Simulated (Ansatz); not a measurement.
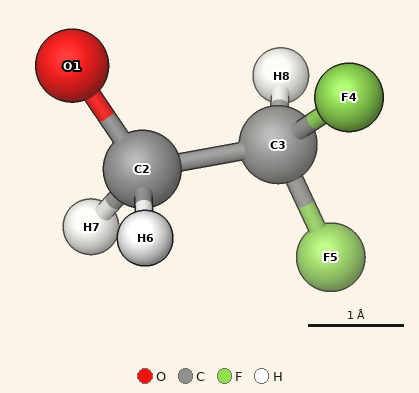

**Figure 1.** The structure of run A (ball-and-stick view, seen at a tilt; atoms are numbered from 1 in the order of the input). Bond lengths as drawn: C–C 1.53 Å, C–F 1.36 to 1.37 Å, C–H 1.12 to 1.13 Å and C–O 1.34 Å.

**What a change does: geometry relaxation on C2H3F2O**

System: C2H3F2O, multiplicity 2, SMILES [O]CC(F)F.
Method of run A: UKS B3LYP-D4/def2-TZVPP (Ansatz 0.2.0).

Text and figures count atoms from 1; the logs count them from 0 in places.

**Input, run A**
```yaml
crystal:
  periodic: [false, false, false]
  atoms:
    - { symbol: O, position_ang: [-1.51815949, 1.35560646, 0.24369446] }
    - { symbol: C, position_ang: [-1.05170615, 0.14607425, -0.10415714] }
    - { symbol: C, position_ang: [0.47480959, 0.00186476, -0.14727323] }
    - { symbol: F, position_ang: [0.9676369, 0.04025851, 1.12320707] }
    - { symbol: F, position_ang: [0.79274656, -1.2118595, -0.69585892] }
    - { symbol: H, position_ang: [-1.48642095, -0.68708203, 0.52197275] }
    - { symbol: H, position_ang: [-1.45858779, -0.10306309, -1.12993057] }
    - { symbol: H, position_ang: [0.95733133, 0.81301065, -0.74147441] }
magnetization:
  spin_polarized: true
  initial_magnetization: 1
basis:
  gaussian: { orbitals: def2-TZVPP }
hamiltonian:
  xc: { name: B3LYP }
  dispersion: d4
relax:
  f_tol: 0.002
  max_steps: 150
```

Command:
```bash
ansatz run input.yaml --threads 4 --pin off --max-ram 10240MiB --backend cpu --events-out ev --progress --plain --runs-dir out
```

Hardware: 4 threads of Intel Xeon @ 2.50GHz (Skylake/Cascade Lake), 189 GiB of memory available, shared host.

**Output, shortened to warnings, some set-up lines, iterations and results (run A)**
```
[...]
mean field evaluation 1: about -9602.0854 eV, gradient 3.2e1 eV
mean field evaluation 2: about -9600.7364 eV, gradient 3.8e1 eV
mean field evaluation 4: about -9605.6700 eV, gradient 2.7e0 eV
mean field evaluation 8: about -9605.7011 eV, gradient 4.1e-1 eV
mean field evaluation 16: about -9605.7019 eV, gradient 3.0e-3 eV
[... 10 lines ...]
mean field evaluation 128: about -9605.7396 eV, gradient 1.7e-5 eV
relax step   8: F+E_penalty+E_count = -9605.91184604 eV  Δ(F+E_penalty+E_count) = -2.350e-6 eV  max|allowed force component| = 2.169e-3 eV/Å  Δτ_max = 0.0009 Å  (59 SCF …
relax step   9: F+E_penalty+E_count = -9605.91184753 eV  Δ(F+E_penalty+E_count) = -1.485e-6 eV  max|allowed force component| = 5.085e-4 eV/Å  Δτ_max = 0.0013 Å  (59 SCF …
mean field evaluation 160: about -9602.2210 eV, gradient 3.1e1 eV
mean field evaluation 192: about -9605.5338 eV, gradient 5.3e0 eV
mean field -9605.73958228 eV, -353.0044186445 hartree, gradient 3.6e-6 eV, S^2 0.753658; 3 other end points of the search recorded, 0 dependent functions left out
the calculation of the forces begins
reference -9605.73978541 eV, -353.0044261096 hartree; 21, 20 occupied and 176, 177 virtual orbitals, 1000 factors
Total energy: -9605.91205066 eV, -353.0107567408 hartree
Atom 0 at    -1.507846     1.350021     0.242756 Å, force     0.000297    -0.000297     0.000221 eV/Å
Atom 1 at    -1.052438     0.123705    -0.120152 Å, force     0.000033     0.000308    -0.000082 eV/Å
Atom 2 at     0.464365     0.005345    -0.153603 Å, force     0.000339     0.000288    -0.000507 eV/Å
Atom 3 at     0.956276     0.035171     1.117333 Å, force    -0.000341     0.000026     0.000216 eV/Å
Atom 4 at     0.807039    -1.200805    -0.701292 Å, force    -0.000198     0.000100     0.000085 eV/Å
Atom 5 at    -1.476286    -0.658292     0.532180 Å, force    -0.000339    -0.000212     0.000274 eV/Å
Atom 6 at    -1.459845    -0.101006    -1.122714 Å, force    -0.000051    -0.000247    -0.000113 eV/Å
Atom 7 at     0.946384     0.800671    -0.724328 Å, force     0.000259     0.000034    -0.000094 eV/Å
Dipole moment:    -0.152113    -0.078401    -0.294265 e Å
```

The input of run B differs as follows (lines with − go, lines with + come):
```diff
-  xc: { name: B3LYP }
+  xc: r2scan
```

What does this change do to the results?

The total energies belong to different methods, so their difference says nothing on which is more stable or more accurate. The functional changes from B3LYP to r2SCAN.

**Output, shortened to warnings, some set-up lines, iterations and results (run B)**
```
[...]
mean field evaluation 1: about -9597.4703 eV, gradient 3.2e1 eV
mean field evaluation 2: about -9596.0771 eV, gradient 3.7e1 eV
mean field evaluation 4: about -9601.2051 eV, gradient 3.5e0 eV
mean field evaluation 8: about -9601.2567 eV, gradient 2.3e-1 eV
mean field evaluation 16: about -9601.2303 eV, gradient 2.1e-2 eV
[... 12 lines ...]
mean field evaluation 160: about -9601.2620 eV, gradient 1.9e-6 eV
relax step   9: F+E_penalty+E_count = -9601.28852541 eV  Δ(F+E_penalty+E_count) = -9.152e-7 eV  max|allowed force component| = 3.253e-3 eV/Å  Δτ_max = 0.0009 Å  (63 SCF …
relax step  10: F+E_penalty+E_count = -9601.28852571 eV  Δ(F+E_penalty+E_count) = -2.925e-7 eV  max|allowed force component| = 2.980e-4 eV/Å  Δτ_max = 0.0003 Å  (65 SCF …
mean field evaluation 192: about -9596.6610 eV, gradient 3.5e1 eV
mean field evaluation 224: about -9601.1699 eV, gradient 3.1e-1 eV
mean field -9601.26204601 eV, -352.8398722218 hartree, gradient 2.0e-6 eV, S^2 0.755115; 4 other end points of the search recorded, 0 dependent functions left out
the calculation of the forces begins
reference -9601.26205495 eV, -352.8398725502 hartree; 21, 20 occupied and 176, 177 virtual orbitals, 1000 factors
Total energy: -9601.28853464 eV, -352.8408456610 hartree
Atom 0 at    -1.503994     1.343707     0.259458 Å, force    -0.000050     0.000015     0.000020 eV/Å
Atom 1 at    -1.051288     0.125657    -0.118998 Å, force     0.000171     0.000048     0.000057 eV/Å
Atom 2 at     0.463434     0.006595    -0.155861 Å, force    -0.000294    -0.000029     0.000298 eV/Å
Atom 3 at     0.951054     0.051106     1.115144 Å, force     0.000030    -0.000010    -0.000200 eV/Å
Atom 4 at     0.801422    -1.208111    -0.684224 Å, force     0.000070    -0.000075    -0.000039 eV/Å
Atom 5 at    -1.473572    -0.672918     0.518528 Å, force     0.000031     0.000032     0.000024 eV/Å
Atom 6 at    -1.459559    -0.086560    -1.126535 Å, force    -0.000022    -0.000036    -0.000147 eV/Å
Atom 7 at     0.950153     0.795334    -0.737332 Å, force     0.000064     0.000055    -0.000013 eV/Å
Dipole moment:    -0.146576    -0.082364    -0.296098 e Å
```

**The two runs side by side**

| quantity | run A | run B |
| --- | --- | --- |
| outcome | converged | converged |
| total energy (hartree) | −353.010757 | −352.840846 |
| ⟨S²⟩ | 0.754 | 0.755 |
| largest force (eV/Å) | 0.001 | 0.000 |
| basis functions | 197 | 197 |
| wall time (shared host) | 2.2 min | 2.5 min |
